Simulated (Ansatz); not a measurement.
**Run report: Li$_{16}$Si, nudged elastic band (part 1 of 3)**

The run: nudged elastic band of Li$_{16}$Si (slab, 17 atoms in the cell). Method and program: DFT PBE, scalar-relativistic, plane waves, PAW, no spin polarisation (Ansatz 0.2.0).

The input holds or restrains some coordinates. It belongs to a series of runs on one base structure; here: band between the two ends.

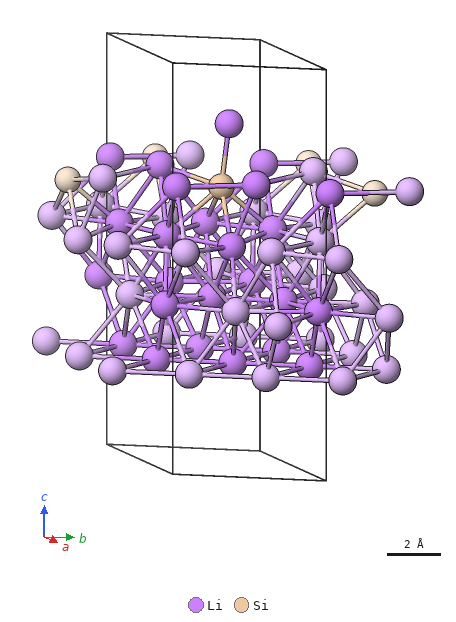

Fig. 1: The starting structure (ball-and-stick view of the cell of the calculation, with the vacuum cut short, seen slightly off an axis; neighbours outside the cell are drawn fainter).

## Input file
```yaml
crystal:
  lattice:
    - [6.98, 0.0, 0.0]
    - [3.49, 4.935605, 0.0]
    - [0.0, 0.0, 19.403408]
  atoms:
    - { symbol: Li, position: [-0.25, 0.5, 0.0515373] }
    - { symbol: Li, position: [0.25, 0.5, 0.0515373] }
    - { symbol: Li, position: [-0.25, 1.0, 0.0515373] }
    - { symbol: Li, position: [0.25, 1.0, 0.0515373] }
    - { symbol: Li, position: [0.00139305, -0.05077433, 0.17475473] }
    - { symbol: Li, position: [0.57697989, -0.0958758, 0.16943804] }
    - { symbol: Li, position: [0.08293313, 0.37474463, 0.17220553] }
    - { symbol: Li, position: [0.49896017, 0.47071613, 0.1682681] }
    - { symbol: Li, position: [-0.22957304, 0.48169498, 0.2847709] }
    - { symbol: Li, position: [0.18435197, 0.5645239, 0.29970706] }
    - { symbol: Li, position: [-0.33457236, 1.10378092, 0.29734747] }
    - { symbol: Li, position: [0.2949837, 0.95514338, 0.29654762] }
    - { symbol: Li, position: [-0.02504405, 0.03540274, 0.41067258] }
    - { symbol: Li, position: [0.38325103, 0.18264562, 0.42118531] }
    - { symbol: Li, position: [-0.18205956, 0.62226557, 0.41283974] }
    - { symbol: Li, position: [0.46241813, 0.59953312, 0.51368656] }
    - { symbol: Si, position: [0.49014792, 0.53663215, 0.38873023] }
basis:
  ecutwfc: 420.0
kpoints:
  mp_grid: { grid: [3, 3, 1] }
hamiltonian:
  xc: pbe
scf:
  occupations: { method: gaussian, width: 0.05 }
  lower_state_search: "off"
neb:
  images: 7
  f_tol: 0.05
  initial_path: idpp
  max_iterations: 37
  constraints: [{ sites: [0, 1, 2, 3] }]
  final_atoms:
    - { symbol: Li, position: [-0.25, 0.5, 0.0515373] }
    - { symbol: Li, position: [0.25, 0.5, 0.0515373] }
    - { symbol: Li, position: [-0.25, 1.0, 0.0515373] }
    - { symbol: Li, position: [0.25, 1.0, 0.0515373] }
    - { symbol: Li, position: [-0.00103981, -0.0292839, 0.1682681] }
    - { symbol: Li, position: [0.58293315, -0.1252554, 0.17220553] }
    - { symbol: Li, position: [0.07697991, 0.40412417, 0.16943804] }
    - { symbol: Li, position: [0.50139307, 0.44922564, 0.17475473] }
    - { symbol: Li, position: [-0.20501628, 0.45514335, 0.29654762] }
    - { symbol: Li, position: [0.16542766, 0.60378089, 0.29734747] }
    - { symbol: Li, position: [-0.31564801, 1.06452387, 0.29970706] }
    - { symbol: Li, position: [0.27042698, 0.98169495, 0.2847709] }
    - { symbol: Li, position: [-0.03758185, 0.09953309, 0.51368656] }
    - { symbol: Li, position: [0.31794046, 0.12226554, 0.41283974] }
    - { symbol: Li, position: [-0.11674895, 0.68264559, 0.42118531] }
    - { symbol: Li, position: [0.47495597, 0.53540271, 0.41067258] }
    - { symbol: Si, position: [0.99014794, 0.03663212, 0.38873023] }
  order_check: true
```

Run on 1 thread of Intel Xeon (Granite Rapids), 16 GiB of memory available, shared host.

Launch command:
```bash
ansatz run input.yaml --threads 1 --pin off --max-ram 3072MiB --backend cpu --events-out ev --progress --plain --runs-dir out
```

## What the program printed
```
Warning: neb: disabling space-group detection — the band's intermediate images generally break the endpoint symmetry, so no spatial operation reduces the k-mesh or symmetrises the density, except that a semilocal band can use its path's symmetry ahead of convergence; time reversal is kept, so that k and −k are solved as one point where they differ and the mesh holds both, and exact exchange and, on two spinor components, a DFT+U term hold to it where the run has them: on two components no moment then forms, and a state that bears one, which a typed moment (crystal.atoms[].spin; refused beside efield: under a hybrid functional) reaches, can lie lower, under hf by electronvolts; crystal.symmetry.detect: false (a key that needs symmetry detection or time reversal refuses this as the deck is read) with time_reversal: false beside it drops time reversal too
Engine: ansatz 0.2.0, x86_64-unknown-linux-gnu
Pseudopotentials: kind: paw
Pseudopotential: Li, paw, valence charge 3, recommended cutoff 420 eV (normal), Li.paw.azcp
Pseudopotential: Si, paw, valence charge 4, recommended cutoff 420 eV (normal), Si.paw.azcp
Functional definition: PBE
  parameter kappa = 0.804
  parameter beta = 0.06672455060314922
  exchange = pbe_x(kappa = kappa, mu = beta*pi^2/3)
  correlation = pbe_c(beta = beta)
NEB image 0
Crystal: 17 atoms, lattice volume = 668.458 Å³
Basis set: ecut = 420 eV, 13071 PW (Γ), exchange–correlation on 96×90×270 points (8 copies of the dense FFT grid, shifted against one another)
Bands: 43, of which v1, the nominal top of the filled ones, is band 26 counted from 1 (25 counted from 0)
Symmetry: 1 space group operations
k-points: 5 of 9 (time reversal used)
Non-local potential: Li, projectors of the file, l = 0: 3, l = 1: 2, l = 2: 1
Non-local potential: Si, projectors of the file, l = 0: 2, l = 1: 2, l = 2: 2
PAW form: soft (Blöchl's): semilocal exchange-correlation on the pseudo side does not see the compensation charge
PAW one-centre angular grid: Li, 110 points (default); XC on 64 Gauss nodes
PAW one-centre angular grid: Si, 110 points (default); XC on 64 Gauss nodes
Initial density: superposition of atomic densities (neutral atoms: chi_scale 0, normalization atom), corrected by the library's trained network
Initial wavefunctions: pseudopotential atomic-orbital guess
Functional: x = pbe(κ = 0.804, μ = 0.2195149727645171), c = pbe(β = 0.06672455060314922)
SCF iter   1: F=—  HF=-3909.301988 eV  |F-HF|=—  |Δ(HF+E_count)|=         —  Δρ=4.03e-3  dr2=3.60e0  ethr=1.77e-3  ⟨swp⟩=10.4  Hψ=1263  notcnv=0  defer=12
preconditioner: auto → LDOS  [insulator: Δε(μ)=0.169 eV  Ē_g=3.879 eV  σ=0.050 eV  W_gap=0.52  n_scr=60 (ndim 8)  ℏωp=6.4 eV  f_vac=0.359  D(μ)=5.56/eV (n_scr^D=18)  ε∞_Penn≈3.7  β→1.0]
SCF iter   2: F=—  HF=-3909.131912 eV  |F-HF|=—  |Δ(HF+E_count)|=   1.70e-1  Δρ=2.24e-3  dr2=4.22e-1  ethr=1.77e-3  ⟨swp⟩=2.6  Hψ=326  notcnv=0  defer=46
SCF iter   3: F=—  HF=-3909.104983 eV  |F-HF|=—  |Δ(HF+E_count)|=   2.69e-2  Δρ=6.07e-4  dr2=8.72e-2  ethr=8.11e-4  ⟨swp⟩=2.0  Hψ=273  notcnv=0  defer=48
SCF iter   4: F=—  HF=-3909.102475 eV  |F-HF|=—  |Δ(HF+E_count)|=   2.51e-3  Δρ=2.65e-4  dr2=2.95e-3  ethr=1.68e-4  ⟨swp⟩=1.4  Hψ=183  notcnv=0  defer=51
SCF iter   5: F=—  HF=-3909.102190 eV  |F-HF|=—  |Δ(HF+E_count)|=   2.85e-4  Δρ=8.28e-5  dr2=2.23e-4  ethr=5.67e-6  ⟨swp⟩=2.0  Hψ=194  notcnv=0  defer=51
SCF iter   6: F=—  HF=-3909.102199 eV  |F-HF|=—  |Δ(HF+E_count)|=   8.45e-6  Δρ=2.97e-5  dr2=1.18e-4  ethr=4.28e-7  ⟨swp⟩=2.0  Hψ=212  notcnv=0  defer=51
SCF iter   7: F=—  HF=-3909.102194 eV  |F-HF|=—  |Δ(HF+E_count)|=   4.65e-6  Δρ=1.27e-5  dr2=4.15e-6  ethr=2.27e-7  ⟨swp⟩=1.8  Hψ=177  notcnv=0  defer=51
SCF iter   8: F=—  HF=-3909.102178 eV  |F-HF|=—  |Δ(HF+E_count)|=   1.64e-5  Δρ=3.56e-6  dr2=3.36e-7  ethr=7.98e-9  ⟨swp⟩=2.0  Hψ=259  notcnv=0  defer=51
SCF iter   9: F=-3909.102178 eV  HF=-3909.102178 eV  |F-HF|=3.87e-10  |Δ(HF+E_count)|=   1.55e-7  Δρ=1.29e-6  dr2=4.25e-8  ethr=1.92e-10  ⟨swp⟩=4.6  Hψ=554  notcnv=0
SCF 1 converged in 9 iterations: F = -3909.102178 eV  dr2 = 4.25e-8
  greatest PAW one-centre occupation: 1.000 electrons in one spin orbital (limit 2), on the Li atom at site 15 (counted from 0), in its partial waves of l = 0
NSCF: frozen V_eff on 5 k-points
NEB image 8
SCF iter   1: F=—  HF=-3909.302000 eV  |F-HF|=—  |Δ(HF+E_count)|=         —  Δρ=4.03e-3  dr2=3.60e0  ethr=1.77e-3  ⟨swp⟩=10.4  Hψ=1267  notcnv=0  defer=11
SCF iter   2: F=—  HF=-3909.132058 eV  |F-HF|=—  |Δ(HF+E_count)|=   1.70e-1  Δρ=2.24e-3  dr2=4.22e-1  ethr=1.77e-3  ⟨swp⟩=2.4  Hψ=325  notcnv=0  defer=46
SCF iter   3: F=—  HF=-3909.105009 eV  |F-HF|=—  |Δ(HF+E_count)|=   2.70e-2  Δρ=6.09e-4  dr2=8.78e-2  ethr=8.12e-4  ⟨swp⟩=2.0  Hψ=273  notcnv=0  defer=48
SCF iter   4: F=—  HF=-3909.102465 eV  |F-HF|=—  |Δ(HF+E_count)|=   2.54e-3  Δρ=2.66e-4  dr2=2.96e-3  ethr=1.69e-4  ⟨swp⟩=1.4  Hψ=183  notcnv=0  defer=51
SCF iter   5: F=—  HF=-3909.102175 eV  |F-HF|=—  |Δ(HF+E_count)|=   2.90e-4  Δρ=8.30e-5  dr2=2.22e-4  ethr=5.70e-6  ⟨swp⟩=2.0  Hψ=194  notcnv=0  defer=51
SCF iter   6: F=—  HF=-3909.102184 eV  |F-HF|=—  |Δ(HF+E_count)|=   8.81e-6  Δρ=2.99e-5  dr2=1.18e-4  ethr=4.28e-7  ⟨swp⟩=2.0  Hψ=212  notcnv=0  defer=51
SCF iter   7: F=—  HF=-3909.102184 eV  |F-HF|=—  |Δ(HF+E_count)|=   5.47e-7  Δρ=1.28e-5  dr2=4.36e-6  ethr=2.28e-7  ⟨swp⟩=1.8  Hψ=171  notcnv=0  defer=51
SCF iter   8: F=—  HF=-3909.102178 eV  |F-HF|=—  |Δ(HF+E_count)|=   6.37e-6  Δρ=3.59e-6  dr2=3.37e-7  ethr=8.38e-9  ⟨swp⟩=2.0  Hψ=259  notcnv=0  defer=51
SCF iter   9: F=-3909.102178 eV  HF=-3909.102178 eV  |F-HF|=1.95e-9  |Δ(HF+E_count)|=   1.58e-7  Δρ=1.31e-6  dr2=4.52e-8  ethr=1.92e-10  ⟨swp⟩=4.6  Hψ=554  notcnv=0
SCF 2 converged in 9 iterations: F = -3909.102178 eV  dr2 = 4.52e-8
  greatest PAW one-centre occupation: 1.000 electrons in one spin orbital (limit 2), on the Li atom at site 12 (counted from 0), in its partial waves of l = 0
NSCF: frozen V_eff on 5 k-points
NEB end point (image 0): max|allowed force component| = 1.213e-2 eV/Å (the criterion of neb.relax_end_points is 1.000e-2)
NEB end point (image 8): max|allowed force component| = 1.213e-2 eV/Å (the criterion of neb.relax_end_points is 1.000e-2)
NEB image 1
SCF iter   1: F=—  HF=-3909.092894 eV  |F-HF|=—  |Δ(HF+E_count)|=         —  Δρ=3.71e-3  dr2=2.94e0  ethr=1.77e-3  ⟨swp⟩=10.2  Hψ=1312  notcnv=0  defer=6
preconditioner: auto → LDOS  [insulator: Δε(μ)=0.156 eV  Ē_g=3.892 eV  σ=0.050 eV  W_gap=0.51  n_scr=60 (ndim 8)  ℏωp=6.4 eV  f_vac=0.360  D(μ)=5.44/eV (n_scr^D=18)  ε∞_Penn≈3.7  β→1.0]
SCF iter   2: F=—  HF=-3908.957404 eV  |F-HF|=—  |Δ(HF+E_count)|=   1.35e-1  Δρ=2.00e-3  dr2=3.53e-1  ethr=1.77e-3  ⟨swp⟩=2.4  Hψ=301  notcnv=0  defer=44
SCF iter   3: F=—  HF=-3908.936819 eV  |F-HF|=—  |Δ(HF+E_count)|=   2.06e-2  Δρ=5.99e-4  dr2=9.20e-2  ethr=6.79e-4  ⟨swp⟩=2.0  Hψ=240  notcnv=0  defer=45
SCF iter   4: F=—  HF=-3908.934133 eV  |F-HF|=—  |Δ(HF+E_count)|=   2.69e-3  Δρ=2.71e-4  dr2=3.05e-3  ethr=1.77e-4  ⟨swp⟩=1.0  Hψ=236  notcnv=0  defer=46
SCF iter   5: F=—  HF=-3908.933784 eV  |F-HF|=—  |Δ(HF+E_count)|=   3.49e-4  Δρ=8.85e-5  dr2=2.62e-4  ethr=5.86e-6  ⟨swp⟩=2.0  Hψ=187  notcnv=0  defer=46
[...]
NEB image 2
preconditioner: auto → LDOS  [insulator: Δε(μ)=0.124 eV  Ē_g=3.895 eV  σ=0.050 eV  W_gap=0.63  n_scr=60 (ndim 8)  ℏωp=6.4 eV  f_vac=0.360  D(μ)=6.89/eV (n_scr^D=34)  ε∞_Penn≈3.7  β→1.0]
NEB image 3
preconditioner: auto → LDOS  [metal: Δε(μ)=0.047 eV  Ē_g=3.881 eV  σ=0.050 eV  W_gap=0.49  n_scr=60 (ndim 8)  ℏωp=6.4 eV  f_vac=0.360  D(μ)=7.79/eV (n_scr^D=38)  β→1.0]
NEB image 4
preconditioner: auto → LDOS  [metal: Δε(μ)=0.047 eV  Ē_g=3.876 eV  σ=0.050 eV  W_gap=0.49  n_scr=60 (ndim 8)  ℏωp=6.4 eV  f_vac=0.359  D(μ)=9.39/eV (n_scr^D=46)  β→1.0]
NEB image 5
preconditioner: auto → LDOS  [insulator: Δε(μ)=0.069 eV  Ē_g=3.882 eV  σ=0.050 eV  W_gap=0.56  n_scr=60 (ndim 8)  ℏωp=6.4 eV  f_vac=0.358  D(μ)=8.31/eV (n_scr^D=46)  ε∞_Penn≈3.7  β→1.0]
NEB image 6
preconditioner: auto → LDOS  [insulator: Δε(μ)=0.111 eV  Ē_g=3.882 eV  σ=0.050 eV  W_gap=0.52  n_scr=60 (ndim 8)  ℏωp=6.4 eV  f_vac=0.357  D(μ)=5.63/eV (n_scr^D=18)  ε∞_Penn≈3.7  β→1.0]
NEB image 7
preconditioner: auto → LDOS  [insulator: Δε(μ)=0.148 eV  Ē_g=3.883 eV  σ=0.050 eV  W_gap=0.51  n_scr=60 (ndim 8)  ℏωp=6.4 eV  f_vac=0.358  D(μ)=5.31/eV (n_scr^D=18)  ε∞_Penn≈3.7  β→1.0]
NEB iter   1: max|band force component| = 3.600e-1 eV/Å  barrier→ = 0.9494 eV  barrier← = 0.9494 eV  CI = image 4  Δτ_max = 0.1988 Å  (88 SCF iters)
NEB image 1
Initial density: handed on by an earlier stage of this run
Initial wavefunctions: those handed on with the density
preconditioner: auto → LDOS  [insulator: Δε(μ)=0.071 eV  Ē_g=4.022 eV  σ=0.050 eV  W_gap=0.58  n_scr=60 (ndim 8)  ℏωp=6.4 eV  f_vac=0.362  D(μ)=9.94/eV (n_scr^D=52)  ε∞_Penn≈3.6  β→1.0]
NEB image 2
preconditioner: auto → LDOS  [metal: Δε(μ)=0.032 eV  Ē_g=4.018 eV  σ=0.050 eV  W_gap=0.34  n_scr=60 (ndim 8)  ℏωp=6.4 eV  f_vac=0.363  D(μ)=12.21/eV (n_scr^D=66)  β→1.0]
NEB image 3
preconditioner: auto → LDOS  [metal: Δε(μ)=0.024 eV  Ē_g=3.967 eV  σ=0.050 eV  W_gap=0.27  n_scr=60 (ndim 8)  ℏωp=6.4 eV  f_vac=0.362  D(μ)=12.44/eV (n_scr^D=70)  β→1.0]
NEB image 4
preconditioner: auto → LDOS  [metal: Δε(μ)=0.027 eV  Ē_g=3.936 eV  σ=0.050 eV  W_gap=0.30  n_scr=60 (ndim 8)  ℏωp=6.4 eV  f_vac=0.360  D(μ)=12.38/eV (n_scr^D=70)  β→1.0]
NEB image 5
preconditioner: auto → LDOS  [insulator: Δε(μ)=0.059 eV  Ē_g=3.932 eV  σ=0.050 eV  W_gap=0.58  n_scr=60 (ndim 8)  ℏωp=6.4 eV  f_vac=0.360  D(μ)=10.58/eV (n_scr^D=52)  ε∞_Penn≈3.7  β→1.0]
NEB image 6
preconditioner: auto → LDOS  [insulator: Δε(μ)=0.089 eV  Ē_g=3.942 eV  σ=0.050 eV  W_gap=0.59  n_scr=60 (ndim 8)  ℏωp=6.4 eV  f_vac=0.358  D(μ)=7.44/eV (n_scr^D=34)  ε∞_Penn≈3.7  β→1.0]
NEB image 7
preconditioner: auto → LDOS  [insulator: Δε(μ)=0.104 eV  Ē_g=3.952 eV  σ=0.050 eV  W_gap=0.55  n_scr=60 (ndim 8)  ℏωp=6.4 eV  f_vac=0.356  D(μ)=6.43/eV (n_scr^D=34)  ε∞_Penn≈3.6  β→1.0]
NEB iter   2: max|band force component| = 2.200e-1 eV/Å  barrier→ = 0.7763 eV  barrier← = 0.7763 eV  CI = image 4  Δτ_max = 0.1973 Å  (61 SCF iters)
[... from here on the SCF iterations and repeated set-up lines of each step are left out, up to the last step ...]
NEB image 1
NEB image 2
NEB image 3
NEB image 4
NEB image 5
NEB image 6
NEB image 7
NEB iter   3: max|band force component| = 2.006e-1 eV/Å  barrier→ = 0.6545 eV  barrier← = 0.6545 eV  CI = image 4  Δτ_max = 0.2000 Å  (64 SCF iters)
NEB image 1
NEB image 2
NEB image 3
NEB image 4
NEB image 5
NEB image 6
NEB image 7
NEB iter   4: max|band force component| = 2.450e-1 eV/Å  barrier→ = 0.5302 eV  barrier← = 0.5302 eV  CI = image 4  Δτ_max = 0.2000 Å  (63 SCF iters)
NEB image 1
NEB image 2
NEB image 3
NEB image 4
NEB image 5
NEB image 6
NEB image 7
NEB iter   5: max|band force component| = 2.090e-1 eV/Å  barrier→ = 0.4144 eV  barrier← = 0.4144 eV  CI = image 4  Δτ_max = 0.2000 Å  (61 SCF iters)
NEB image 1
NEB image 2
NEB image 3
NEB image 4
NEB image 5
NEB image 6
NEB image 7
NEB iter   6: max|band force component| = 4.120e-1 eV/Å  barrier→ = 0.3704 eV  barrier← = 0.3704 eV  CI = image 3  Δτ_max = 0.2000 Å  (55 SCF iters)
NEB image 1
NEB image 2
NEB image 3
NEB image 4
NEB image 5
NEB image 6
NEB image 7
```
